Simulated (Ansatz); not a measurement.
**C₂H₄AlFO (SMILES C=C[O][AlH][F]): density, localisation and related maps**

```yaml
atoms:
  - { symbol: C, position_ang: [-1.5885, -0.3743, 1.1006] }
  - { symbol: C, position_ang: [-0.7008, -0.2928, 0.0981] }
  - { symbol: O, position_ang: [0.5203, 0.3047, 0.2375] }
  - { symbol: Al, position_ang: [1.8090, 0.5242, -0.8877] }
  - { symbol: F, position_ang: [3.1479, 1.3169, -0.3078] }
  - { symbol: H, position_ang: [-1.3718, 0.0392, 2.0891] }
  - { symbol: H, position_ang: [-2.5510, -0.8630, 0.9361] }
  - { symbol: H, position_ang: [-0.9211, -0.7104, -0.8974] }
  - { symbol: H, position_ang: [1.7446, 0.0092, -2.3856] }
```

The calculation used RKS PBE/6-31G* in Ansatz.

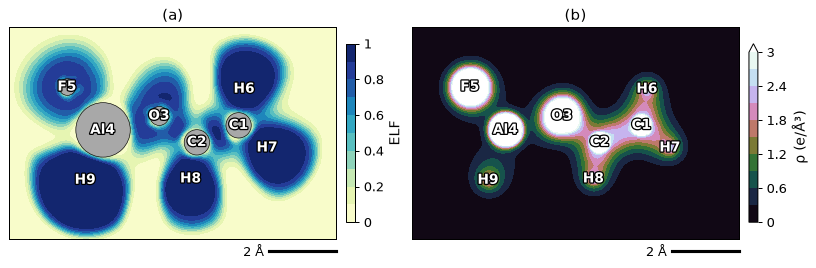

Figure 1. (a) ELF; (b) total electron density on the molecular plane. Grey discs cover the atomic cores in the ELF map.

**Interpret the plot.**

The section cuts through C, O, Al, F and H sites. C–C (1.34 Å): ρ at the midpoint is about 2.3 e/Å³; the ELF peaks at about 0.95 between the atoms (a short, multiple covalent bond). C–O (1.37 Å): ρ is about 2.2 e/Å³ halfway, with its minimum of 1.9 e/Å³ about 0.5 Å from C; the ELF peaks at about 0.90 between the atoms: a shared but strongly polarised pair. Al–F (1.66 Å): ρ is about 0.83 e/Å³ halfway; the ELF peaks at about 0.85 in the valence shell of F, 0.5 Å from its nucleus, and is about 0.30 at the midpoint. Al–O (1.72 Å): ρ is about 0.79 e/Å³ halfway; the ELF peaks at about 0.85 in the valence shell of O, 0.6 Å from its nucleus, and is about 0.45 at the midpoint. C–H (1.09 Å): ρ at the midpoint is about 1.9 e/Å³; the ELF climbs to about 1 towards the hydrogen, as it does in any bond to H; an ordinary covalent bond to hydrogen. The ELF also peaks beside O3 and F5, away from the bonds: lone-pair regions.

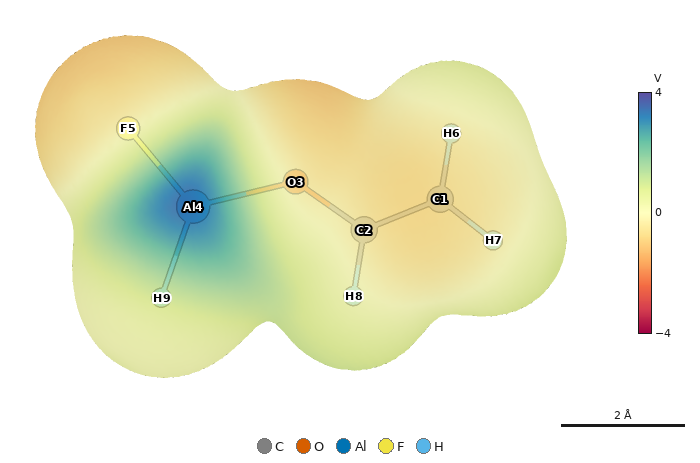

Figure 2. The molecular electrostatic potential painted on the density surface at 0.002 e/bohr³, seen across its widest extent; the colour scale runs from red (negative) to blue (positive).

**Describe the electrostatic potential map.**

The most negative region (about −1.1 V) lies over O3 and F5, the most positive (about +3.3 V) over Al4.

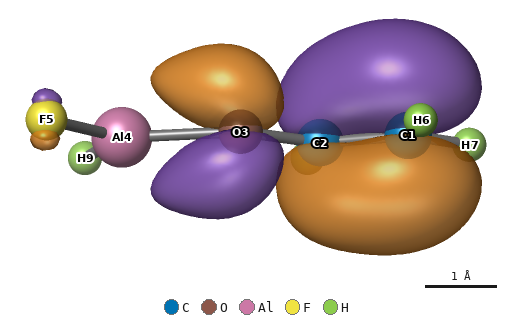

Figure 3. The HOMO at ±0.1 Å⁻³ᐟ² (orange and purple are the two phases), seen from one side.

**Describe this orbital and give its energy.**

By Hirshfeld shares it lies mainly on C1 (about 40 %), C2 (about 25 %) and O3 (about 20 %); it changes sign across the molecular plane (π type); π-bonding across C1–C2; π-antibonding (a node) across C2–O3. Its energy is −5.41 eV.
